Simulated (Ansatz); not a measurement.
# Structural relaxation of a frame of liquid (K,Li)2CO3 from 1000 K (114 atoms), part 2 of 3

Aim: bring a frame of liquid (K,Li)2CO3 from 1000 K (114 atoms) to a nearby minimum of the energy and see what moves.

Ansatz 0.2.0; Kohn-Sham DFT, PBE, PAW (set soft_2), plane waves.

The cell: 19 C, 57 O, 14 K and 24 Li. The starting topology of bonds comes from the classical model. Only the Γ point is sampled, in a cell whose shortest periodic width is 12 Å.

So far. Step 2 (Single point at the start): The r.m.s. force component of 2.5 eV/Å and the pressure of 6.4 GPa set the starting point.

## Step 3: Cell and atoms relaxed

Cell and atoms are freed together, to release stress as well as forces.

File input.yaml:

```yaml
crystal:
  lattice:
    - [11.7456, 0.0, 0.0]
    - [0.0, 11.7456, 0.0]
    - [0.0, 0.0, 11.7456]
  atoms:
    [... the 114 atom lines of step 2 ...]
kpoints:
  mp_grid: { grid: [1, 1, 1] }
hamiltonian:
  xc: pbe
scf:
  occupations: { method: fermi_dirac, width: 0.025 }
output:
  forces: true
relax:
  f_tol: 0.05
  max_steps: 200
  cell: {}
```

On the command line:

```bash
> ansatz run input.yaml --threads 4 --pin off --max-ram 8192MiB --backend cpu --events-out ev --progress --plain --runs-dir out
```

Numbers of over 12 decimals in the logs are rounded to 6 here.

The log of the run:

```text
[...]
Crystal: 114 atoms, lattice volume = 1620.413 Å³
Basis set: ecut = 420 eV, 31559 PW (Γ), exchange–correlation on 160×160×160 points (8 copies of the dense FFT grid, shifted against one another)
Bands: 422, of which v1, the nominal top of the filled ones, is band 308 counted from 1 (307 counted from 0)
Symmetry: 1 space group operations
[...]
k-points: 1
[...]
SCF iter   1: F=—  HF=-63593.642158 eV  |F-HF|=—  |Δ(HF+E_count)|=         —  Δρ=3.06e-3  dr2=3.04e-1  ethr=1.77e-3  ⟨swp⟩=6.0  Hψ=1819  notcnv=0  defer=56
[...]
SCF iter  10: F=-63593.579391 eV  HF=-63593.579391 eV  |F-HF|=2.57e-8  |Δ(HF+E_count)|=   2.25e-7  Δρ=2.57e-6  dr2=9.90e-8  ethr=1.62e-11  ⟨swp⟩=4.0  Hψ=1219  notcnv=0
SCF 1 converged in 10 iterations: F = -63593.579391 eV  dr2 = 9.90e-8
[...]
relax step   1: F+E_penalty+E_count = -63593.57939054 eV  Δ(F+E_penalty+E_count) = +0.000e0 eV  max|allowed force component| = 1.181e1 eV/Å  Δτ_max = 0.0000 Å  P = +6.356 GPa  Ω = 1620.413 Å³  (10 SCF iters, dr2 threshold 1.00e-7 eV, accepted)
[... from here on, the SCF cycles and remarks between the steps are left out ...]
relax step   2: F+E_penalty+E_count = -63608.25312918 eV  Δ(F+E_penalty+E_count) = -1.467e1 eV  max|allowed force component| = 3.489e0 eV/Å  Δτ_max = 0.1944 Å  P = -0.495 GPa  Ω = 1622.986 Å³  energy of the carried Pulay correction = -7.970e-3 eV  (9 SCF iters, dr2 threshold 1.14e-5 eV, accepted)
relax step   3: F+E_penalty+E_count = -63611.63036626 eV  Δ(F+E_penalty+E_count) = -3.377e0 eV  max|allowed force component| = 2.854e0 eV/Å  Δτ_max = 0.1985 Å  P = -2.362 GPa  Ω = 1606.011 Å³  energy of the carried Pulay correction = +4.484e-2 eV  (8 SCF iters, dr2 threshold 1.14e-5 eV, accepted)
relax step   4: F+E_penalty+E_count = -63613.88259311 eV  Δ(F+E_penalty+E_count) = -2.252e0 eV  max|allowed force component| = 2.663e0 eV/Å  Δτ_max = 0.1942 Å  P = -2.408 GPa  Ω = 1586.168 Å³  energy of the carried Pulay correction = +1.073e-1 eV  (8 SCF iters, dr2 threshold 1.14e-5 eV, accepted)
relax step   5: F+E_penalty+E_count = -63615.54643489 eV  Δ(F+E_penalty+E_count) = -1.664e0 eV  max|allowed force component| = 1.642e0 eV/Å  Δτ_max = 0.1916 Å  P = -1.373 GPa  Ω = 1562.798 Å³  energy of the carried Pulay correction = +1.818e-1 eV  (8 SCF iters, dr2 threshold 1.14e-5 eV, accepted)
relax step   6: F+E_penalty+E_count = -63616.53348707 eV  Δ(F+E_penalty+E_count) = -9.871e-1 eV  max|allowed force component| = 1.630e0 eV/Å  Δτ_max = 0.1952 Å  P = +0.064 GPa  Ω = 1550.157 Å³  energy of the carried Pulay correction = +2.226e-1 eV  (8 SCF iters, dr2 threshold 1.14e-5 eV, accepted)
relax step   7: F+E_penalty+E_count = -63617.03057003 eV  Δ(F+E_penalty+E_count) = -4.971e-1 eV  max|allowed force component| = 8.182e-1 eV/Å  Δτ_max = 0.1951 Å  P = +0.464 GPa  Ω = 1561.310 Å³  energy of the carried Pulay correction = +1.866e-1 eV  (7 SCF iters, dr2 threshold 1.14e-5 eV, accepted)
relax step   8: F+E_penalty+E_count = -63617.40636095 eV  Δ(F+E_penalty+E_count) = -3.758e-1 eV  max|allowed force component| = 6.812e-1 eV/Å  Δτ_max = 0.2000 Å  P = +0.315 GPa  Ω = 1568.321 Å³  energy of the carried Pulay correction = +1.641e-1 eV  (7 SCF iters, dr2 threshold 1.14e-5 eV, accepted)
relax step   9: F+E_penalty+E_count = -63617.75719157 eV  Δ(F+E_penalty+E_count) = -3.508e-1 eV  max|allowed force component| = 3.822e-1 eV/Å  Δτ_max = 0.1951 Å  P = -0.052 GPa  Ω = 1576.336 Å³  energy of the carried Pulay correction = +1.385e-1 eV  (7 SCF iters, dr2 threshold 1.14e-5 eV, accepted)
relax step  10: F+E_penalty+E_count = -63617.97331917 eV  Δ(F+E_penalty+E_count) = -2.161e-1 eV  max|allowed force component| = 6.541e-1 eV/Å  Δτ_max = 0.1951 Å  P = -0.270 GPa  Ω = 1579.992 Å³  energy of the carried Pulay correction = +1.269e-1 eV  (7 SCF iters, dr2 threshold 9.13e-6 eV, accepted)
relax step  11: F+E_penalty+E_count = -63618.17211586 eV  Δ(F+E_penalty+E_count) = -1.988e-1 eV  max|allowed force component| = 5.967e-1 eV/Å  Δτ_max = 0.2000 Å  P = -0.270 GPa  Ω = 1580.373 Å³  energy of the carried Pulay correction = +1.257e-1 eV  (7 SCF iters, dr2 threshold 1.14e-5 eV, accepted)
relax step  12: F+E_penalty+E_count = -63618.42344384 eV  Δ(F+E_penalty+E_count) = -2.513e-1 eV  max|allowed force component| = 3.354e-1 eV/Å  Δτ_max = 0.1935 Å  P = -0.181 GPa  Ω = 1580.651 Å³  energy of the carried Pulay correction = +1.248e-1 eV  (7 SCF iters, dr2 threshold 1.14e-5 eV, accepted)
relax step  13: F+E_penalty+E_count = -63618.59075957 eV  Δ(F+E_penalty+E_count) = -1.673e-1 eV  max|allowed force component| = 6.310e-1 eV/Å  Δτ_max = 0.1958 Å  P = -0.092 GPa  Ω = 1580.590 Å³  energy of the carried Pulay correction = +1.250e-1 eV  (7 SCF iters, dr2 threshold 7.03e-6 eV, accepted)
relax step  14: F+E_penalty+E_count = -63618.76039135 eV  Δ(F+E_penalty+E_count) = -1.696e-1 eV  max|allowed force component| = 8.960e-1 eV/Å  Δτ_max = 0.1951 Å  P = -0.181 GPa  Ω = 1579.719 Å³  energy of the carried Pulay correction = +1.278e-1 eV  (7 SCF iters, dr2 threshold 1.14e-5 eV, accepted)
[...]
relax step  44: F+E_penalty+E_count = -63620.46924511 eV  Δ(F+E_penalty+E_count) = -6.436e-4 eV  max|allowed force component| = 3.333e-1 eV/Å  Δτ_max = 0.0964 Å  P = -0.026 GPa  Ω = 1585.641 Å³  energy of the carried Pulay correction = +1.090e-1 eV  (7 SCF iters, dr2 threshold 2.13e-6 eV, accepted)
relax step  45: F+E_penalty+E_count = -63620.48062000 eV  Δ(F+E_penalty+E_count) = -1.137e-2 eV  max|allowed force component| = 2.884e-1 eV/Å  Δτ_max = 0.1426 Å  P = -0.206 GPa  Ω = 1587.483 Å³  energy of the carried Pulay correction = +1.031e-1 eV  (7 SCF iters, dr2 threshold 6.94e-6 eV, accepted)
relax step  46: F+E_penalty+E_count = -63620.49461271 eV  Δ(F+E_penalty+E_count) = -1.399e-2 eV  max|allowed force component| = 1.472e-1 eV/Å  Δτ_max = 0.0153 Å  P = -0.097 GPa  Ω = 1586.701 Å³  energy of the carried Pulay correction = +1.056e-1 eV  (5 SCF iters, dr2 threshold 5.20e-6 eV, accepted)
relax step  47: F+E_penalty+E_count = -63620.50834980 eV  Δ(F+E_penalty+E_count) = -1.374e-2 eV  max|allowed force component| = 9.970e-2 eV/Å  Δτ_max = 0.2000 Å  P = +0.029 GPa  Ω = 1586.229 Å³  energy of the carried Pulay correction = +1.071e-1 eV  (8 SCF iters, dr2 threshold 1.35e-6 eV, accepted)
relax step  48: F+E_penalty+E_count = -63620.50583106 eV  Δ(F+E_penalty+E_count) = +2.519e-3 eV  max|allowed force component| = 1.009e-1 eV/Å  Δτ_max = 0.2000 Å  P = +0.036 GPa  Ω = 1580.700 Å³  energy of the carried Pulay correction = +1.246e-1 eV  (9 SCF iters, dr2 threshold 6.21e-7 eV, rejected (line search))
relax step  49: F+E_penalty+E_count = -63620.51806921 eV  Δ(F+E_penalty+E_count) = -9.719e-3 eV  max|allowed force component| = 3.668e-2 eV/Å  Δτ_max = 0.1000 Å  P = -0.011 GPa  Ω = 1586.003 Å³  energy of the carried Pulay correction = +1.078e-1 eV  (12 SCF iters, accepted)
relax step  50: F+E_penalty+E_count = -63620.52148790 eV  Δ(F+E_penalty+E_count) = -3.419e-3 eV  max|allowed force component| = 3.699e-2 eV/Å  Δτ_max = 0.0000 Å  P = -0.052 GPa  Ω = 1586.003 Å³  stress off target by 2.64e-1 GPa  SCF on the basis re-selected at this cell (its energy is not comparable with the rows above)  (7 SCF iters)
relax step  51: F+E_penalty+E_count = -63620.53748605 eV  Δ(F+E_penalty+E_count) = -1.600e-2 eV  max|allowed force component| = 4.519e-2 eV/Å  Δτ_max = 0.0655 Å  P = +0.001 GPa  Ω = 1584.934 Å³  energy of the carried Pulay correction = +2.635e-3 eV  (9 SCF iters, dr2 threshold 1.74e-7 eV, accepted)
relax step  52: F+E_penalty+E_count = -63620.53550414 eV  Δ(F+E_penalty+E_count) = +1.982e-3 eV  max|allowed force component| = 1.044e-1 eV/Å  Δτ_max = 0.1089 Å  P = +0.020 GPa  Ω = 1583.365 Å³  energy of the carried Pulay correction = +7.292e-3 eV  (10 SCF iters, dr2 threshold 6.94e-9 eV, rejected (line search))
relax step  53: F+E_penalty+E_count = -63620.54481018 eV  Δ(F+E_penalty+E_count) = -7.324e-3 eV  max|allowed force component| = 2.264e-2 eV/Å  Δτ_max = 0.0298 Å  P = +0.001 GPa  Ω = 1584.438 Å³  energy of the carried Pulay correction = +4.204e-3 eV  (11 SCF iters, accepted)
relax step  54: F+E_penalty+E_count = -63620.54130251 eV  Δ(F+E_penalty+E_count) = +3.508e-3 eV  max|allowed force component| = 2.270e-2 eV/Å  Δτ_max = 0.0000 Å  P = -0.000 GPa  Ω = 1584.438 Å³  stress off target by 5.89e-2 GPa  SCF on the basis re-selected at this cell (its energy is not comparable with the rows above)  (6 SCF iters)
relax step  55: F+E_penalty+E_count = -63620.54344008 eV  Δ(F+E_penalty+E_count) = -2.138e-3 eV  max|allowed force component| = 1.024e-2 eV/Å  Δτ_max = 0.0136 Å  P = +0.003 GPa  Ω = 1584.280 Å³  energy of the carried Pulay correction = +3.731e-4 eV  (9 SCF iters, dr2 threshold 8.68e-9 eV, accepted)
relax step  56: F+E_penalty+E_count = -63620.54397791 eV  Δ(F+E_penalty+E_count) = -5.378e-4 eV  max|allowed force component| = 1.039e-2 eV/Å  Δτ_max = 0.0000 Å  P = +0.003 GPa  Ω = 1584.280 Å³  stress off target by 1.76e-2 GPa  SCF on the basis re-selected at this cell (its energy is not comparable with the rows above)  (5 SCF iters)
[...]
SCF converged after 5 iterations
Free energy (F): -63620.543978 eV
[...]
Internal energy: -63620.543978 eV  (E = F + TS)
E sigma→0 (E₀):  -63620.543978 eV
Fermi energy:    4.308422 eV
[...]
--- Forces (eV/Å), atoms counted from 1 ---
  atom   1  C     -0.00403753    -0.00469188     0.00077362
  atom   2  O      0.00162620    -0.00189460    -0.00150819
  atom   3  O      0.00087681     0.00110632    -0.00086533
  atom   4  O     -0.00096818     0.00118851    -0.00516952
  atom   5  C      0.00316848     0.00196957     0.00032831
  atom   6  O     -0.00059498     0.00102581     0.00290996
  atom   7  O      0.00108941     0.00177467    -0.00340856
  atom   8  O      0.00131590    -0.00225632     0.00072417
  atom   9  C     -0.00526012    -0.00829999    -0.00689271
  atom  10  O      0.00267485    -0.00015943     0.00209120
  atom  11  O      0.00252343     0.00498572     0.00173361
  atom  12  O      0.00229534     0.00316585     0.00132740
  atom  13  C     -0.00272826    -0.00428985     0.00563598
  atom  14  O      0.00154306     0.00601425    -0.00233813
[...]
atom 113  Li    -0.00309397     0.00408768     0.00056940
  atom 114  Li     0.00053152    -0.00239590     0.00010300
  max |Σ_I F_I| component: 4.07e-5 eV/Å
--- Stress (GPa, compression-positive) ---
        0.010948       0.004076      -0.005656
        0.004076       0.003769      -0.010971
       -0.005651      -0.010967      -0.005721
  P = ⅓ Tr σ = 0.0030 GPa (0.030 kbar)
--- Relaxed structure (53 steps of the walk, 49 accepted, 3 SCFs on fresh bases) ---
  F+E_penalty+E_count = -63620.54397791 eV   max|allowed force component| = 1.039e-2 eV/Å   (the final SCF, on the basis selected at the relaxed cell)
  cell:  # Å, volume = 1584.2804 Å³
    - [11.900890, 0.022401, -0.329573]
    - [0.022401, 11.718551, -0.390704]
    - [-0.329573, -0.390704, 11.382162]
  atoms:
    - { symbol: C, position: [0.345785, 0.073451, 0.430955] }
    - { symbol: O, position: [0.300816, -0.021674, 0.389642] }
    - { symbol: O, position: [0.358598, 0.094626, 0.545040] }
    - { symbol: O, position: [0.380926, 0.147670, 0.362079] }
[...]
- { symbol: Li, position: [0.721533, 0.512817, 0.161244] }
```

The job ended after 19 min (4 threads of AMD EPYC 7R43, shared host; peak memory 2.3 GiB; 70 min of CPU time).

Step by step (22 of 56):

```tsv
step	energy less that of the first step (eV)	largest force component (eV/Å)	pressure (GPa)	volume (Å³)
1	0.0000	11.8127	6.36	1620.41
4	-20.3032	2.6628	-2.41	1586.17
6	-22.9541	1.6297	0.06	1550.16
9	-24.1778	0.3822	-0.05	1576.34
11	-24.5927	0.5967	-0.27	1580.37
14	-25.1810	0.8960	-0.18	1579.72
17	-25.7404	0.3159	0.04	1583.27
19	-26.0460	0.4395	0.17	1584.24
22	-26.3301	0.7788	-0.23	1591.19
25	-26.5359	0.2047	0.03	1589.41
27	-26.5930	0.0563	0.06	1586.26
30	-26.6304	0.1580	-0.05	1585.77
32	-26.6792	0.2747	-0.08	1585.22
35	-26.7393	0.1039	-0.01	1583.64
38	-26.7948	0.8121	-0.23	1582.42
40	-26.8510	0.1480	-0.05	1582.48
43	-26.8892	0.1845	0.05	1582.74
46	-26.9152	0.1472	-0.10	1586.70
48	-26.9264	0.1009	0.04	1580.70
51	-26.9581	0.0452	0.00	1584.93
53	-26.9654	0.0226	0.00	1584.44
56*	-26.9646	0.0104	0.00	1584.28
```

Relaxation steps marked * repeat the geometry before them on a plane-wave basis chosen anew for their cell, so energy and pressure can jump there. Other such steps can lie between the rows shown. Relaxation steps 34, 42, 48, 52 were tried and not accepted.

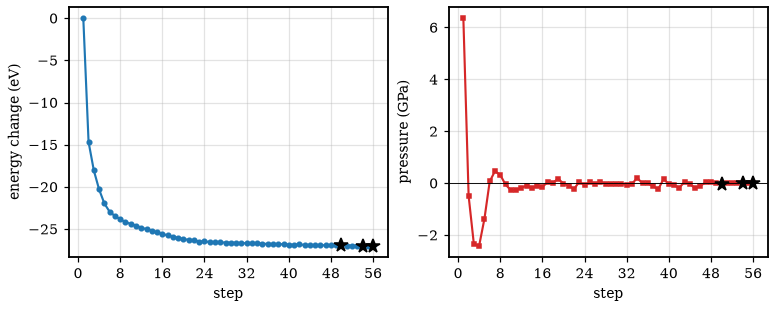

Energy and pressure along the relaxation. Stars mark steps on a basis chosen anew.

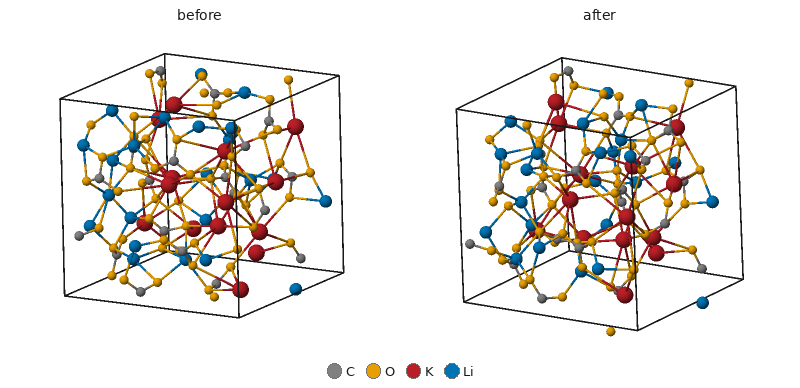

Before and after, at one scale. Bonds to atoms that aren't drawn are left out.

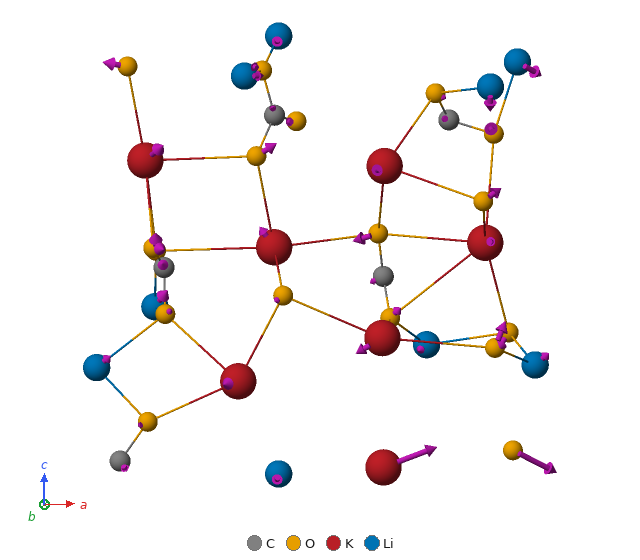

Displacements in the relaxation, scaled, measured against the changing cell; the longest in the cell stands for 2.09 Å. Drawn is a slice 4 Å thick, seen along the normal of the ac plane. Bonds to atoms that aren't drawn are left out.

```tsv
cell as run	before	after	change
a (Å)	11.746	11.905	+1.4 %
b (Å)	11.746	11.725	-0.2 %
c (Å)	11.746	11.394	-3.0 %
α (°)	90.00	93.88	+4.3 %
β (°)	90.00	93.25	+3.6 %
γ (°)	90.00	89.73	-0.3 %
volume (Å³/atom)	14.21	13.90	-2.2 %
```

The atoms that moved most (Å, as changes of fractional coordinates times the final cell):

```tsv
atom	dx	dy	dz	length
O11	1.684	0.843	-0.908	2.090
K85	1.728	0.074	0.639	1.844
K84	1.473	-0.109	0.987	1.776
K78	-1.385	-0.137	0.334	1.431
Li94	-1.238	0.629	-0.186	1.401
O67	-0.493	1.013	-0.784	1.373
O30	1.003	-0.890	0.113	1.346
Li100	-0.498	-0.067	1.204	1.305
```

The relaxation changed the energy by -237 meV/atom, and atoms moved by 0.85 Å r.m.s., 2.1 Å at most.

## Step 4: Structure statistics after relaxation

Bonds before and after, by the cutoffs listed below:

```tsv
pair	bonds before	bonds after	mean before (Å)	mean after (Å)	spread before (Å)	spread after (Å)
O-Li	108	98	2.149	2.008	0.196	0.102
O-C	57	57	1.268	1.299	0.054	0.011
O-K	88	93	2.950	2.876	0.246	0.182
```

Density 1.94 g/cm³, 13.90 Å³ an atom.

Pair distribution functions g(r), in bins of 0.2 Å:

```tsv
r (Å)	total	O-O	O-Li	O-C	O-K	Li-Li	Li-C
1.20	1.73	0.00	0.00	10.40	0.00	0.00	0.00
1.40	1.54	0.00	0.00	9.30	0.00	0.00	0.00
1.60	0.00	0.00	0.00	0.00	0.00	0.00	0.00
1.80	0.36	0.00	1.71	0.00	0.00	0.00	0.00
2.00	1.80	0.00	8.55	0.00	0.00	0.00	0.00
2.20	1.29	4.36	0.89	0.00	0.00	0.00	0.27
2.40	0.27	0.00	0.16	0.00	0.00	0.39	3.15
2.60	0.40	0.00	0.07	0.00	2.01	0.61	1.61
2.80	1.07	0.24	0.35	0.07	3.84	2.29	5.08
3.00	1.09	0.89	0.62	0.13	2.23	1.91	3.56
3.20	1.02	1.71	0.72	0.00	0.64	1.27	1.23
3.40	0.94	1.15	0.98	0.65	0.35	1.87	0.00
3.60	1.02	0.84	1.38	0.85	0.67	0.67	0.00
3.80	1.19	1.03	1.14	1.75	0.98	1.05	0.09
4.00	1.03	0.71	1.30	1.81	0.74	0.55	0.43
4.20	1.01	0.86	1.07	1.55	1.21	0.26	0.31
4.40	1.04	0.86	0.64	1.69	1.43	0.68	0.43
4.60	0.79	0.81	0.56	0.96	1.08	0.41	0.40
4.80	1.03	1.43	0.76	0.71	1.09	1.05	1.02
5.00	0.97	1.09	1.01	0.93	0.89	1.05	0.77
5.20	1.17	1.65	0.89	0.95	0.85	1.63	1.50
5.40	0.93	1.02	0.83	0.90	0.86	1.20	1.29
5.60	1.02	1.08	0.94	1.32	0.98	0.70	0.97
```

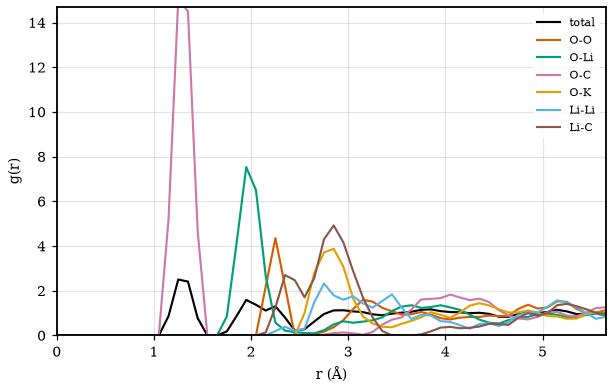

Pair distribution functions, lightly smoothed, with peaks cut at 14.

Bonds by pair of elements; cutoffs follow the first minimum of g(r), held within bounds set by covalent radii, and pairs that aren't listed don't count as bonded:

```tsv
pair A-B	cutoff (Å)	bonds	mean length (Å)	spread (Å)	shortest (Å)	B about A	A about B
O-Li	2.58	98	2.01	0.102	1.86	1.72	4.08
O-C	1.73	57	1.30	0.011	1.28	1	3
O-K	3.43	93	2.88	0.182	2.6	1.63	6.64
```

How many atoms have how many bonded neighbours:

```tsv
element	mean	3	4	5	6	7	8	9
C	3	19	0	0	0	0	0	0
K	6.64	0	0	2	5	4	2	1
Li	4.08	2	18	4	0	0	0	0
O	4.35	3	34	17	3	0	0	0
```

Bond angles (no mean is given where the spread exceeds 20°):

```tsv
angle	count	mean (°)	spread (°)
O-Li-O	154	-	-
K-O-Li	132	-	-
C-O-Li	98	-	-
C-O-K	93	-	-
```

Bond length by coordination (bonds to H left out):

```tsv
element	coordination	atoms	mean bond length (Å)
K	5	2	2.73
K	6	5	2.83
K	7	4	2.91
K	8	2	2.93
K	9	1	2.98
Li	3	2	1.90
Li	4	18	1.99
Li	5	4	2.1
O	3	3	1.88
O	4	34	2.10
O	5	17	2.27
O	6	3	2.42
```

With the cutoffs above, all C atoms have 3, 36 % of K atoms have 6, 75 % of Li atoms have 4 and 60 % of O atoms have 4 bonded neighbours.

(Part 2 of 3 ends here.)

[Logs are printed without paths, hosts, clocks, repeated set-up lines and the standing remarks that a program may print on its own settings, such as how far it seeks lower states.]

[Hosts, paths, dates, database ids (printed as entryN), source tags and the programs' standing remarks are cut or masked in the printed files.]
